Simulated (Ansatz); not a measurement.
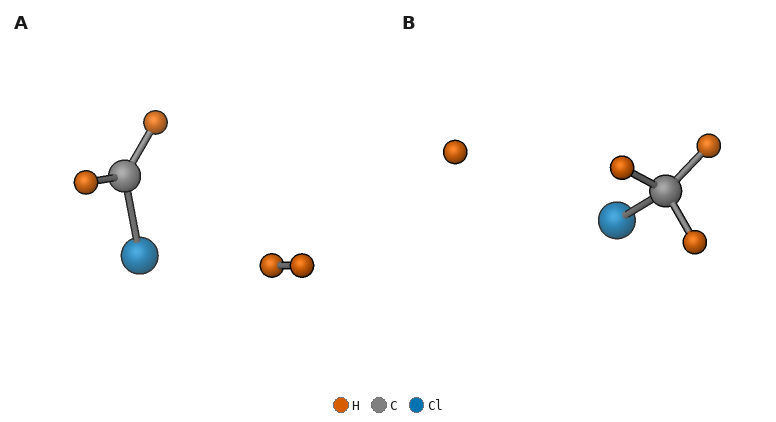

2 stationary structures of one formula. Charge 0, doublet. Geometries: PBE0-D4/def2-TZVP. Electronic energies: B3LYP-D4/def2-TZVPP (Ansatz 0.2.0), without zero-point energy. No frequency run is at hand to confirm each as a minimum.

> Which structure is the most stable?

A is lowest (Cs); B lies 0.239 eV above it (Cs).

Give E(B) − E(A) in eV at these levels too: B97M-V/def2-TZVPP; UHF-MP2 (frozen core)/def2-QZVPP; B2PLYP (frozen core)/def2-TZVPP; PBE-QIDH (frozen core)/def2-TZVPP; SPW92 (LDA)/def2-TZVPP; PBE-D4/def2-TZVPP; B3LYP-D4/def2-TZVPP; BHLYP-D4/def2-TZVPP.

| level | E(B) − E(A) (eV) |
| --- | --- |
| B97M-V/def2-TZVPP | +0.138 |
| UHF-MP2 (frozen core)/def2-QZVPP | −0.081 |
| B2PLYP (frozen core)/def2-TZVPP | +0.155 |
| PBE-QIDH (frozen core)/def2-TZVPP | +0.022 |
| SPW92 (LDA)/def2-TZVPP | +0.013 |
| PBE-D4/def2-TZVPP | +0.113 |
| B3LYP-D4/def2-TZVPP | +0.239 |
| BHLYP-D4/def2-TZVPP | +0.196 |
